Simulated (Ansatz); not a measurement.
**Run report: GaSiNH₅O, single-point calculation**

GaSiNH₅O, multiplicity 2, computed with UHF-CCSD(T), frozen core/def2-TZVPP (Ansatz 0.2.0).

The geometry comes from this level: PBE0-D4/def2-TZVP.

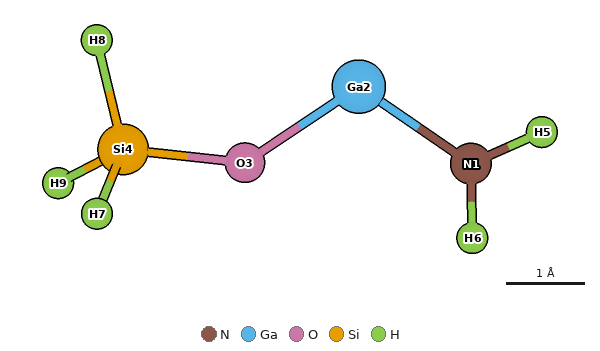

Figure 1. The input geometry (ball-and-stick view, seen at a tilt; atoms are numbered from 1 in the order of the input). Sticks mark near contacts. Bond lengths as drawn: Ga–N 1.84 Å, Ga–O 1.80 Å, H–N 1.01 Å, H–Si 1.49 Å and O–Si 1.63 Å.

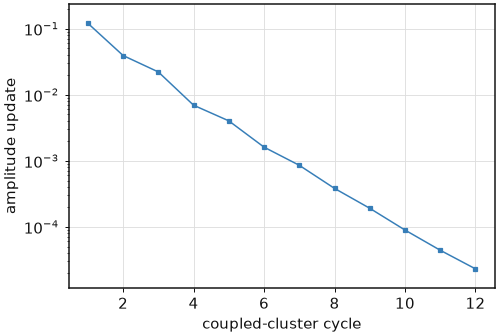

Figure 2. Convergence of the coupled-cluster equations: amplitude update against the coupled-cluster cycle. The residual falls at every step.

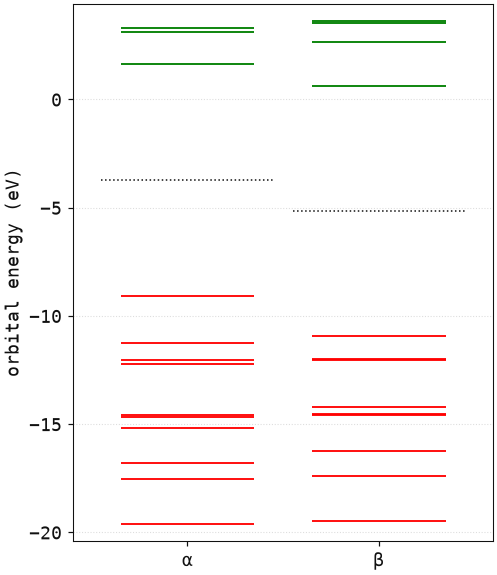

Figure 3. Orbital energies near the frontier for α and β spins; the dotted line parts filled from empty levels, and levels within 0.02 eV of each other stand side by side. α: highest filled −9.09 eV, lowest empty 1.65 eV, 10.74 eV apart; β: highest filled −10.94 eV, lowest empty 0.61 eV, 11.55 eV apart.

The input and output of the run follow.

**The input**
```yaml
crystal:
  periodic: [false, false, false]
  atoms:
    - {symbol: N, position_ang: [-0.167047, 2.531607, -0.817121]}
    - {symbol: Ga, position_ang: [0.778593, 1.175103, -0.013185]}
    - {symbol: O, position_ang: [-0.138753, -0.367100, 0.086614]}
    - {symbol: Si, position_ang: [-0.008006, -1.872669, 0.696449]}
    - {symbol: H, position_ang: [0.325876, 3.351479, -1.135720]}
    - {symbol: H, position_ang: [-0.876396, 2.257529, -1.483843]}
    - {symbol: H, position_ang: [-0.235511, -2.874415, -0.380111]}
    - {symbol: H, position_ang: [1.342465, -2.114657, 1.281670]}
    - {symbol: H, position_ang: [-1.021212, -2.086878, 1.765248]}
basis:
  gaussian: {orbitals: def2-TZVPP}
magnetization: {spin_polarized: true, initial_magnetization: 1}
correlation: {method: ccsd_t}
scf: {omitted_lower_state_checks: [cluster_reference]}
output: {orbitals: {seedname: orbitals}}
```

Run as:
```bash
ansatz run in.yaml --threads 4 --pin off --events-out ev --progress --plain --max-ram 10444MiB
```

**What the program printed**
```
Functional definition: HF
  name "HF"
  cite "Fock, Z. Phys. 61, 126 (1930) doi:10.1007/BF01340294"
  parent pbe
  exchange = exact_x
  correlation = 0
these checks for a lower state are left out or cut short: cluster_reference
1336 factors; integrals over basis functions are off by at most 9.1e-4 eV
mean field evaluation 1: about -63792.2602 eV, gradient 3.7e1 eV
mean field evaluation 2: about -63792.2661 eV, gradient 3.7e1 eV
mean field evaluation 4: about -63798.2866 eV, gradient 3.5e0 eV
mean field evaluation 8: about -63798.4477 eV, gradient 2.5e-1 eV
mean field -63798.44964633 eV, -2344.5497803602 hartree, gradient 6.6e-6 eV, S^2 0.755726; 0 other end points of the search recorded, 0 dependent functions left out
16 core orbitals not correlated: weight in the atoms' cores, before any rotation towards them, 1.000 or more for the frozen orbitals, at most 0.000 for the correlated occupied ones
reference -63798.44964633 eV, -2344.5497803602 hartree; 17, 16 occupied and 189, 190 virtual orbitals, 1336 factors
second order -21.27336342 eV of doubles, -0.00000000 eV of singles
cycle   1  -21.06173039 eV  change    2.1e-1 eV  update   1.2e-1
cycle   2  -21.71157192 eV  change   -6.5e-1 eV  update   3.9e-2
cycle   3  -21.86864111 eV  change   -1.6e-1 eV  update   2.2e-2
cycle   4  -21.85684422 eV  change    1.2e-2 eV  update   6.9e-3
cycle   5  -21.85399435 eV  change    2.8e-3 eV  update   4.0e-3
cycle   6  -21.85519169 eV  change   -1.2e-3 eV  update   1.6e-3
cycle   7  -21.85502903 eV  change    1.6e-4 eV  update   8.5e-4
cycle   8  -21.85531796 eV  change   -2.9e-4 eV  update   3.8e-4
cycle   9  -21.85540413 eV  change   -8.6e-5 eV  update   1.9e-4
cycle  10  -21.85531285 eV  change    9.1e-5 eV  update   8.9e-5
cycle  11  -21.85536220 eV  change   -4.9e-5 eV  update   4.4e-5
cycle  12  -21.85536129 eV  change    9.1e-7 eV  update   2.3e-5
perturbative correction -0.84768033 eV, -0.0311516775 hartree
Total energy: -63821.15268795 eV, -2345.3841017511 hartree
Checks for a lower state left out: cluster_reference
```

**Summary**

```tsv
quantity	value
outcome	converged
total energy	−63821.1527 eV
mean-field energy	−63798.4496 eV
CCSD correlation	−21.8554 eV
(T) correction	−0.8477 eV
T1 diagnostic	0.016
⟨S²⟩	0.756
SCF solution under orbital rotations	stable
HOMO (either spin)	−9.09 eV
LUMO (either spin)	0.61 eV
hardware	4 threads of Arm Neoverse V2, 23 GiB of memory available, shared host
wall time	6.2 min (CPU time 25 min)
peak memory	9 GiB
```
